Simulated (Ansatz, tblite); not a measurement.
# GaH2Me (CH5Ga): removing and adding an electron

What does removing or adding an electron cost or gain for GaH2Me (CH5Ga)? Each charged state is run at several levels.

The runs use Ansatz 0.2.0, Gaussian basis; as each input shows.

Levels to be run: charge +1 doublet, at the geometry of the singlet (PBE0-D4/def2-TZVP, PBE-D4/def2-TZVP, r2SCAN-D4/def2-TZVP, CCSD(T)/def2-TZVPP); charge -1 doublet, at the geometry of the singlet (PBE0-D4/def2-TZVPD, PBE-D4/def2-TZVPD, r2SCAN-D4/def2-TZVPD, CCSD(T)/def2-TZVPD); the starting singlet's energies come from earlier runs.

**1. The geometry**

The geometry is that of the singlet, from an earlier relaxation (PBE0-D4/def2-TZVP).

7 atoms, charge 0, spin multiplicity 1.

Atoms are counted from 1 here; the program's logs count them from 0.

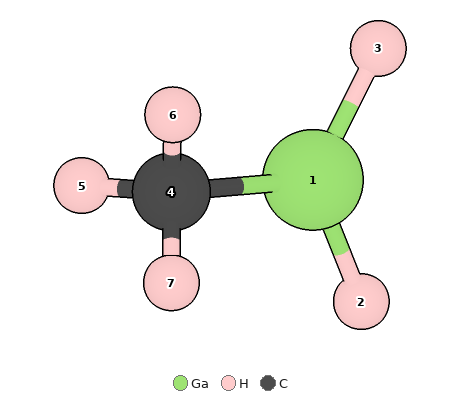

The structure; gallium green, hydrogen pink, carbon dark grey; atoms are numbered from 1 in the order of the file.

**2. Charge +1 doublet at the fixed geometry, PBE0-D4/def2-TZVP**

in.yaml reads:

```yaml
crystal:
  periodic: [false, false, false]
  atoms:
    - {symbol: Ga, position_ang: [0.526546, 0.921373, 0.005768]}
    - {symbol: H, position_ang: [2.100395, 0.934805, 0.024219]}
    - {symbol: H, position_ang: [-0.242694, 2.293379, -0.047904]}
    - {symbol: C, position_ang: [-0.454557, -0.782663, 0.019685]}
    - {symbol: H, position_ang: [-0.533782, -1.152806, -1.007847]}
    - {symbol: H, position_ang: [-1.467540, -0.669546, 0.408391]}
    - {symbol: H, position_ang: [0.071633, -1.544531, 0.597678]}
basis:
  gaussian: {orbitals: def2-TZVP}
total_charge: 1
magnetization: {spin_polarized: true, initial_magnetization: 1}
hamiltonian: {xc: pbe0, dispersion: d4}
output: {orbitals: {seedname: orbitals}}
```

Launch:

```sh
$ ansatz run in.yaml --threads 4 --pin off --events-out ev --progress --plain --max-ram 3916MiB
```

What it wrote:

```text
Functional definition: PBE0
  name "PBE0"
  cite "Adamo & Barone, J. Chem. Phys. 110, 6158 (1999) doi:10.1063/1.478522"
  cite "Perdew, Burke & Ernzerhof, Phys. Rev. Lett. 77, 3865 (1996) doi:10.1103/PhysRevLett.77.3865"
  parent pbe
  parameter a = 0.25
  parameter kappa = 0.804
  parameter beta = 0.06672455060314922
  exchange = (1 - a)*pbe_x(kappa = kappa, mu = beta*pi^2/3) + a*exact_x
  correlation = pbe_c(beta = beta)
813 factors; their error is unknown
mean field evaluation 1: about -53462.7091 eV, gradient 5.7e1 eV
mean field evaluation 2: about -53417.4403 eV, gradient 8.8e1 eV
mean field evaluation 4: about -53477.2095 eV, gradient 5.6e0 eV
mean field evaluation 8: about -53477.3007 eV, gradient 1.1e-1 eV
mean field evaluation 16: about -53477.4837 eV, gradient 2.6e-3 eV
mean field evaluation 32: about -53477.7241 eV, gradient 5.3e-1 eV
mean field -53477.83098302 eV, -1965.2740400501 hartree, gradient 1.4e-5 eV, S^2 0.756981; 2 other end points of the search recorded, 0 dependent functions left out
reference -53477.83101207 eV, -1965.2740411179 hartree; 21, 20 occupied and 88, 89 virtual orbitals, 813 factors
Total energy: -53477.88647185 eV, -1965.2760792272 hartree
```

It took 2.3 s on 4 threads of Intel Xeon at 2.60GHz, shared host.

Report: HOMO -14.31 eV, LUMO -12.51 eV (over both spins); ⟨S²⟩ 0.757 (pure: 0.75).

**3. Charge +1 doublet at the fixed geometry, PBE-D4/def2-TZVP**

start.molden holds the orbitals of an earlier run on this state, given as this run's starting guess.

Changes to in.yaml since step 2:

```diff
@@ -11,6 +11,7 @@
 basis:
-  gaussian: {orbitals: def2-TZVP}
+  gaussian: {orbitals: def2-TZVP, initial_orbitals: start.molden}
 total_charge: 1
 magnetization: {spin_polarized: true, initial_magnetization: 1}
-hamiltonian: {xc: pbe0, dispersion: d4}
+hamiltonian: {xc: pbe, dispersion: d4}
+scf: {omitted_lower_state_checks: [starts]}
 output: {orbitals: {seedname: orbitals}}
```

Same command.

What it wrote:

```text
Functional definition: PBE
  name "PBE"
  cite "Perdew, Burke & Ernzerhof, Phys. Rev. Lett. 77, 3865 (1996) doi:10.1103/PhysRevLett.77.3865"
  parent pbe
  parameter kappa = 0.804
  parameter beta = 0.06672455060314922
  exchange = pbe_x(kappa = kappa, mu = beta*pi^2/3)
  correlation = pbe_c(beta = beta)
these checks for a lower state are left out or cut short: starts
768 factors; their error is unknown
mean field evaluation 1: about -53476.4948 eV, gradient 6.2e0 eV
mean field evaluation 2: about -53476.5844 eV, gradient 1.3e-1 eV
mean field evaluation 4: about -53476.5598 eV, gradient 1.3e-3 eV
mean field -53476.55979182 eV, -1965.2273246352 hartree, gradient 2.1e-5 eV, S^2 0.753364; 0 other end points of the search recorded, 0 dependent functions left out
reference -53476.55983047 eV, -1965.2273260557 hartree; 21, 20 occupied and 88, 89 virtual orbitals, 768 factors
Total energy: -53476.62651173 eV, -1965.2297765468 hartree
Checks for a lower state left out: starts
```

Run time: 0.85 s. Hardware: 4 threads of Intel Xeon at 2.60GHz, shared host.

HOMO -13.29 eV, LUMO -13.45 eV (over both spins; with the spin held, an empty level of the minority spin lies below the top filled one); ⟨S²⟩ 0.753 (pure: 0.75).

**4. Charge +1 doublet at the fixed geometry, r2SCAN-D4/def2-TZVP**

Changes to in.yaml since step 3:

```diff
@@ -14,3 +14,3 @@
 magnetization: {spin_polarized: true, initial_magnetization: 1}
-hamiltonian: {xc: pbe, dispersion: d4}
+hamiltonian: {xc: r2scan, dispersion: d4}
 scf: {omitted_lower_state_checks: [starts]}
```

The command is unchanged.

What it wrote:

```text
Functional definition: r2SCAN
  name "r2SCAN"
  cite "Furness, Kaplan, Ning, Perdew & Sun, J. Phys. Chem. Lett. 11, 8208 (2020) doi:10.1021/acs.jpclett.0c02405"
  cite "Furness, Kaplan, Ning, Perdew & Sun, J. Phys. Chem. Lett. 11, 9248 (2020) doi:10.1021/acs.jpclett.0c03077"
  parent r2scan
  parameter k0 = 0.174
  parameter k1 = 0.065
  parameter a1 = 4.9479
  exchange = r2scan_x(k0 = k0, k1 = k1, a1 = a1)
  correlation = r2scan_c
these checks for a lower state are left out or cut short: starts
768 factors; their error is unknown
mean field evaluation 1: about -53485.2208 eV, gradient 4.0e0 eV
mean field evaluation 2: about -53485.2487 eV, gradient 3.9e-2 eV
mean field evaluation 4: about -53485.2212 eV, gradient 1.4e-4 eV
mean field -53485.22115768 eV, -1965.5456239598 hartree, gradient 2.5e-5 eV, S^2 0.757731; 0 other end points of the search recorded, 0 dependent functions left out
reference -53485.22117160 eV, -1965.5456244714 hartree; 21, 20 occupied and 88, 89 virtual orbitals, 768 factors
Total energy: -53485.23596351 eV, -1965.5461680641 hartree
Checks for a lower state left out: starts
```

It took 1.6 s on 4 threads of Intel Xeon at 2.60GHz, shared host.

HOMO -13.51 eV, LUMO -13.18 eV (over both spins); ⟨S²⟩ 0.758 (pure: 0.75).

**5. Charge +1 doublet at the fixed geometry, CCSD(T)/def2-TZVPP**

Changes to in.yaml since step 4:

```diff
@@ -11,7 +11,7 @@
 basis:
-  gaussian: {orbitals: def2-TZVP, initial_orbitals: start.molden}
+  gaussian: {orbitals: def2-TZVPP, initial_orbitals: start.molden}
 total_charge: 1
 magnetization: {spin_polarized: true, initial_magnetization: 1}
-hamiltonian: {xc: r2scan, dispersion: d4}
-scf: {omitted_lower_state_checks: [starts]}
+correlation: {method: ccsd_t}
+scf: {omitted_lower_state_checks: [starts, cluster_reference]}
 output: {orbitals: {seedname: orbitals}}
```

Same command.

What it wrote:

```text
Functional definition: HF
  name "HF"
  cite "Fock, Z. Phys. 61, 126 (1930) doi:10.1007/BF01340294"
  parent pbe
  exchange = exact_x
  correlation = 0
these checks for a lower state are left out or cut short: starts, cluster_reference
877 factors; integrals over basis functions are off by at most 1.2e-3 eV
mean field evaluation 1: about -53433.5765 eV, gradient 1.8e1 eV
mean field evaluation 2: about -53434.2935 eV, gradient 9.5e-1 eV
mean field evaluation 4: about -53434.3107 eV, gradient 5.5e-2 eV
mean field evaluation 8: about -53434.3107 eV, gradient 1.7e-6 eV
mean field -53434.31074033 eV, -1963.6747006306 hartree, gradient 1.7e-6 eV, S^2 0.768068; 0 other end points of the search recorded, 0 dependent functions left out
10 core orbitals not correlated: weight in the atoms' cores, before any rotation towards them, 1.000 or more for the frozen orbitals, at most 0.000 for the correlated occupied ones
reference -53434.31074033 eV, -1963.6747006306 hartree; 11, 10 occupied and 128, 129 virtual orbitals, 877 factors
second order -10.32282632 eV of doubles, -0.00000000 eV of singles
cycle   1  -10.54518273 eV  change   -2.2e-1 eV  update   9.5e-2
cycle   2  -10.98614854 eV  change   -4.4e-1 eV  update   3.4e-2
cycle   3  -11.08415871 eV  change   -9.8e-2 eV  update   2.1e-2
cycle   4  -11.08171010 eV  change    2.4e-3 eV  update   9.0e-3
cycle   5  -11.08382342 eV  change   -2.1e-3 eV  update   4.4e-3
cycle   6  -11.08475779 eV  change   -9.3e-4 eV  update   1.9e-3
cycle   7  -11.08463868 eV  change    1.2e-4 eV  update   6.0e-4
cycle   8  -11.08480411 eV  change   -1.7e-4 eV  update   2.3e-4
cycle   9  -11.08477886 eV  change    2.5e-5 eV  update   6.8e-5
cycle  10  -11.08473696 eV  change    4.2e-5 eV  update   2.8e-5
cycle  11  -11.08475239 eV  change   -1.5e-5 eV  update   1.6e-5
perturbative correction -0.39010698 eV, -0.0143361671 hartree
Total energy: -53445.78559970 eV, -1964.0963939345 hartree
Checks for a lower state left out: starts, cluster_reference
```

Wall time 19 s (4 threads of Intel Xeon at 2.60GHz, shared host); peak memory 2.2 GiB.

Report: Hartree-Fock HOMO -16.85 eV, LUMO -8.17 eV (over both spins); ⟨S²⟩ 0.768 (pure: 0.75); T1 0.020.

**6. Vertical ionisation energy**

Charged state less starting state, singlet to doublet; the starting state's energies are those of its earlier runs.

Differences are taken before rounding.

```
             method  vertical ionisation energy (eV)  from CCSD(T)/def2-TZVPP (eV)   time
      HF/def2-TZVPP                             9.48                         -1.00       
   PBE-D4/def2-TZVP                            10.16                         -0.32  1.3 s
r2SCAN-D4/def2-TZVP                            10.19                         -0.29  2.4 s
  PBE0-D4/def2-TZVP                            10.30                         -0.18    3 s
     MP2/def2-TZVPP                            10.61                         +0.14       
    CCSD/def2-TZVPP                            10.43                         -0.05       
 CCSD(T)/def2-TZVPP                            10.48                             0   23 s
```

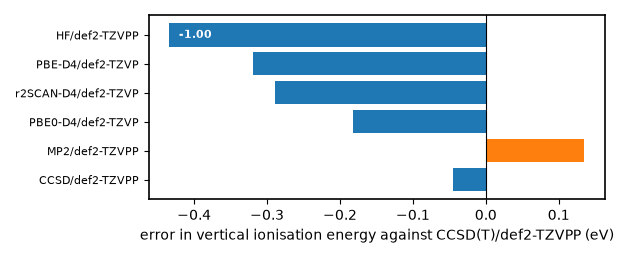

How far each level lands from CCSD(T)/def2-TZVPP. Bars with a number in them are cut short.

Times add the two runs; a level without a time comes out of a correlated run.

Beside −ε(HOMO) of the starting state:

```csv
level,−ε(HOMO) (eV),by difference (eV),mismatch (eV)
PBE-D4/def2-TZVP,6.81,10.16,-3.35
r2SCAN-D4/def2-TZVP,7.08,10.19,-3.11
PBE0-D4/def2-TZVP,8.03,10.30,-2.27
```

**7. Charge -1 doublet at the fixed geometry, PBE0-D4/def2-TZVPD**

Changes to in.yaml since step 5:

```diff
@@ -11,7 +11,6 @@
 basis:
-  gaussian: {orbitals: def2-TZVPP, initial_orbitals: start.molden}
-total_charge: 1
+  gaussian: {orbitals: def2-TZVPD}
+total_charge: -1
 magnetization: {spin_polarized: true, initial_magnetization: 1}
-correlation: {method: ccsd_t}
-scf: {omitted_lower_state_checks: [starts, cluster_reference]}
+hamiltonian: {xc: pbe0, dispersion: d4}
 output: {orbitals: {seedname: orbitals}}
```

Launched as before.

What it wrote:

```text
Functional definition: PBE0
  name "PBE0"
  cite "Adamo & Barone, J. Chem. Phys. 110, 6158 (1999) doi:10.1063/1.478522"
  cite "Perdew, Burke & Ernzerhof, Phys. Rev. Lett. 77, 3865 (1996) doi:10.1103/PhysRevLett.77.3865"
  parent pbe
  parameter a = 0.25
  parameter kappa = 0.804
  parameter beta = 0.06672455060314922
  exchange = (1 - a)*pbe_x(kappa = kappa, mu = beta*pi^2/3) + a*exact_x
  correlation = pbe_c(beta = beta)
853 factors; their error is unknown
mean field evaluation 1: about -53485.8737 eV, gradient 2.5e1 eV
mean field evaluation 2: about -53485.3511 eV, gradient 3.1e1 eV
mean field evaluation 4: about -53487.7131 eV, gradient 3.4e-1 eV
mean field evaluation 8: about -53487.8744 eV, gradient 1.9e-1 eV
mean field evaluation 16: about -53487.8745 eV, gradient 5.3e-5 eV
mean field evaluation 32: about -53487.0344 eV, gradient 3.9e-1 eV
mean field -53487.87450015 eV, -1965.6431324971 hartree, gradient 2.6e-5 eV, S^2 0.754216; 5 other end points of the search recorded, 0 dependent functions left out
reference -53487.87453888 eV, -1965.6431339202 hartree; 22, 21 occupied and 114, 115 virtual orbitals, 853 factors
Total energy: -53487.98174642 eV, -1965.6470737248 hartree
```

Wall time 2.4 s (4 threads of Intel Xeon at 2.60GHz, shared host).

HOMO 1.97 eV, LUMO 3.82 eV (over both spins); ⟨S²⟩ 0.754 (pure: 0.75). Doubts: highest occupied level lies above zero.

**8. Charge -1 doublet at the fixed geometry, PBE-D4/def2-TZVPD**

Changes to in.yaml since step 7:

```diff
@@ -11,6 +11,7 @@
 basis:
-  gaussian: {orbitals: def2-TZVPD}
+  gaussian: {orbitals: def2-TZVPD, initial_orbitals: start.molden}
 total_charge: -1
 magnetization: {spin_polarized: true, initial_magnetization: 1}
-hamiltonian: {xc: pbe0, dispersion: d4}
+hamiltonian: {xc: pbe, dispersion: d4}
+scf: {omitted_lower_state_checks: [starts]}
 output: {orbitals: {seedname: orbitals}}
```

Same command.

What it wrote:

```text
Functional definition: PBE
  name "PBE"
  cite "Perdew, Burke & Ernzerhof, Phys. Rev. Lett. 77, 3865 (1996) doi:10.1103/PhysRevLett.77.3865"
  parent pbe
  parameter kappa = 0.804
  parameter beta = 0.06672455060314922
  exchange = pbe_x(kappa = kappa, mu = beta*pi^2/3)
  correlation = pbe_c(beta = beta)
these checks for a lower state are left out or cut short: starts
805 factors; their error is unknown
mean field evaluation 1: about -53486.4598 eV, gradient 6.2e0 eV
mean field evaluation 2: about -53486.5378 eV, gradient 8.8e-2 eV
mean field evaluation 4: about -53486.5040 eV, gradient 3.4e-4 eV
mean field evaluation 8: about -53486.5040 eV, gradient 2.4e-5 eV
mean field -53486.50399835 eV, -1965.5927674847 hartree, gradient 3.1e-5 eV, S^2 0.752802; 0 other end points of the search recorded, 0 dependent functions left out
reference -53486.50405190 eV, -1965.5927694529 hartree; 22, 21 occupied and 114, 115 virtual orbitals, 805 factors
Total energy: -53486.63249096 eV, -1965.5974895010 hartree
Checks for a lower state left out: starts
```

Wall time 1.4 s (4 threads of Intel Xeon at 2.60GHz, shared host).

HOMO 2.64 eV, LUMO 3.35 eV (over both spins); ⟨S²⟩ 0.753 (pure: 0.75). Doubts: highest occupied level lies above zero.

**9. Charge -1 doublet at the fixed geometry, r2SCAN-D4/def2-TZVPD**

Changes to in.yaml since step 8:

```diff
@@ -14,3 +14,3 @@
 magnetization: {spin_polarized: true, initial_magnetization: 1}
-hamiltonian: {xc: pbe, dispersion: d4}
+hamiltonian: {xc: r2scan, dispersion: d4}
 scf: {omitted_lower_state_checks: [starts]}
```

Launched as before.

What it wrote:

```text
Functional definition: r2SCAN
  name "r2SCAN"
  cite "Furness, Kaplan, Ning, Perdew & Sun, J. Phys. Chem. Lett. 11, 8208 (2020) doi:10.1021/acs.jpclett.0c02405"
  cite "Furness, Kaplan, Ning, Perdew & Sun, J. Phys. Chem. Lett. 11, 9248 (2020) doi:10.1021/acs.jpclett.0c03077"
  parent r2scan
  parameter k0 = 0.174
  parameter k1 = 0.065
  parameter a1 = 4.9479
  exchange = r2scan_x(k0 = k0, k1 = k1, a1 = a1)
  correlation = r2scan_c
these checks for a lower state are left out or cut short: starts
805 factors; their error is unknown
mean field evaluation 1: about -53495.2959 eV, gradient 4.1e0 eV
mean field evaluation 2: about -53495.3285 eV, gradient 4.7e-2 eV
mean field evaluation 4: about -53495.2940 eV, gradient 2.4e-4 eV
mean field -53495.29396763 eV, -1965.9157928979 hartree, gradient 2.0e-5 eV, S^2 0.757071; 0 other end points of the search recorded, 0 dependent functions left out
reference -53495.29398844 eV, -1965.9157936626 hartree; 22, 21 occupied and 114, 115 virtual orbitals, 805 factors
Total energy: -53495.32427130 eV, -1965.9169065373 hartree
Checks for a lower state left out: starts
```

Wall time 2.2 s (4 threads of Intel Xeon at 2.60GHz, shared host).

From the report: HOMO 2.42 eV, LUMO 3.91 eV (over both spins); ⟨S²⟩ 0.757 (pure: 0.75). Doubts: highest occupied level lies above zero.

**10. Charge -1 doublet at the fixed geometry, CCSD(T)/def2-TZVPD**

Changes to in.yaml since step 9:

```diff
@@ -14,4 +14,4 @@
 magnetization: {spin_polarized: true, initial_magnetization: 1}
-hamiltonian: {xc: r2scan, dispersion: d4}
-scf: {omitted_lower_state_checks: [starts]}
+correlation: {method: ccsd_t}
+scf: {omitted_lower_state_checks: [starts, cluster_reference]}
 output: {orbitals: {seedname: orbitals}}
```

The command is unchanged.

What it wrote:

```text
Functional definition: HF
  name "HF"
  cite "Fock, Z. Phys. 61, 126 (1930) doi:10.1007/BF01340294"
  parent pbe
  exchange = exact_x
  correlation = 0
these checks for a lower state are left out or cut short: starts, cluster_reference
953 factors; integrals over basis functions are off by at most 1.3e-3 eV
mean field evaluation 1: about -53442.2860 eV, gradient 1.7e1 eV
mean field evaluation 2: about -53442.8243 eV, gradient 6.9e-1 eV
mean field evaluation 4: about -53442.8497 eV, gradient 1.1e-2 eV
mean field evaluation 8: about -53442.8497 eV, gradient 1.8e-6 eV
mean field -53442.84967092 eV, -1963.9885005419 hartree, gradient 2.9e-6 eV, S^2 0.764710; 0 other end points of the search recorded, 0 dependent functions left out
10 core orbitals not correlated: weight in the atoms' cores, before any rotation towards them, 1.000 or more for the frozen orbitals, at most 0.000 for the correlated occupied ones
reference -53442.84967092 eV, -1963.9885005419 hartree; 12, 11 occupied and 114, 115 virtual orbitals, 953 factors
second order -11.66978142 eV of doubles, -0.00000000 eV of singles
cycle   1  -11.81077627 eV  change   -1.4e-1 eV  update   9.6e-2
cycle   2  -12.25919144 eV  change   -4.5e-1 eV  update   3.1e-2
cycle   3  -12.33172911 eV  change   -7.3e-2 eV  update   1.5e-2
cycle   4  -12.32980261 eV  change    1.9e-3 eV  update   4.4e-3
cycle   5  -12.32913307 eV  change    6.7e-4 eV  update   2.0e-3
cycle   6  -12.32866695 eV  change    4.7e-4 eV  update   9.9e-4
cycle   7  -12.32874894 eV  change   -8.2e-5 eV  update   6.4e-4
cycle   8  -12.32894107 eV  change   -1.9e-4 eV  update   4.1e-4
cycle   9  -12.32890437 eV  change    3.7e-5 eV  update   2.0e-4
cycle  10  -12.32882711 eV  change    7.7e-5 eV  update   8.6e-5
cycle  11  -12.32886048 eV  change   -3.3e-5 eV  update   4.3e-5
cycle  12  -12.32885260 eV  change    7.9e-6 eV  update   2.2e-5
perturbative correction -0.47753529 eV, -0.0175490983 hartree
Total energy: -53455.65605881 eV, -1964.4591266163 hartree
Checks for a lower state left out: starts, cluster_reference
```

It took 18 s on 4 threads of Intel Xeon at 2.60GHz, shared host; peak memory 1.8 GiB.

Report: Hartree-Fock HOMO 0.49 eV, LUMO 5.08 eV (over both spins); ⟨S²⟩ 0.765 (pure: 0.75); T1 0.014. Doubts: highest occupied level lies above zero.

**11. Vertical electron affinity**

Starting state less charged state (positive: the electron is bound), singlet to doublet; the starting state's energies are those of its earlier runs.

```csv
method,vertical electron affinity (eV),from CCSD(T)/def2-TZVPD (eV),time
HF/def2-TZVPD,-0.92,-0.59,
PBE-D4/def2-TZVPD,-0.17,+0.16,2.1 s
r2SCAN-D4/def2-TZVPD,-0.12,+0.21,3.3 s
PBE0-D4/def2-TZVPD,-0.22,+0.11,3.2 s
MP2/def2-TZVPD,-0.41,-0.08,
CCSD/def2-TZVPD,-0.38,-0.05,
CCSD(T)/def2-TZVPD,-0.33,0,22 s
```

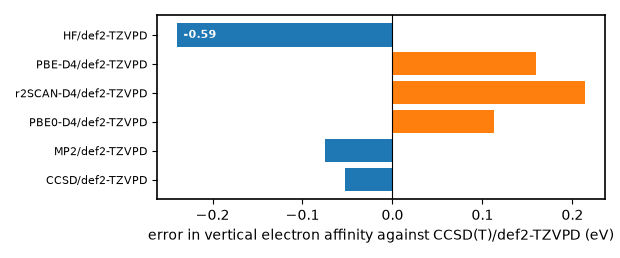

How far each level lands from CCSD(T)/def2-TZVPD. Bars with a number in them are cut short.

Times add the two runs; a level without a time comes out of a correlated run.

Beside −ε(LUMO) of the starting state:

```csv
level,−ε(LUMO) (eV),by difference (eV),mismatch (eV)
PBE-D4/def2-TZVPD,2.21,-0.17,+2.38
r2SCAN-D4/def2-TZVPD,1.87,-0.12,+1.99
PBE0-D4/def2-TZVPD,1.38,-0.22,+1.60
```

**12. Summary of results**

| quantity | value |
| --- | --- |
| vertical ionisation energy, functionals in def2-TZVP | 10.16 (PBE-D4) to 10.30 eV (PBE0-D4) |
| vertical ionisation energy, CCSD(T)/def2-TZVPP | 10.48 eV |
| vertical electron affinity, functionals in def2-TZVPD | -0.22 (PBE0-D4) to -0.12 eV (r2SCAN-D4) |
| vertical electron affinity, CCSD(T)/def2-TZVPD | -0.33 eV |

**Reading.** The vertical ionisation energy spans 10.16 to 10.30 eV over the functionals, beside 10.48 eV from CCSD(T)/def2-TZVPP. −ε(HOMO) misses the level's own difference by -2.27 eV at best (PBE0-D4) and -3.35 eV at worst (PBE-D4). The reference is CCSD(T) in one finite basis, so it carries an error of its own, often a tenth of an eV or more, and near misses can't be ranked. The vertical electron affinity spans -0.22 to -0.12 eV over the functionals, beside -0.33 eV from CCSD(T)/def2-TZVPD. A negative affinity means an unbound electron, held by the basis alone. −ε(LUMO) misses the level's own difference by +1.60 eV at best (PBE0-D4) and +2.38 eV at worst (PBE-D4).
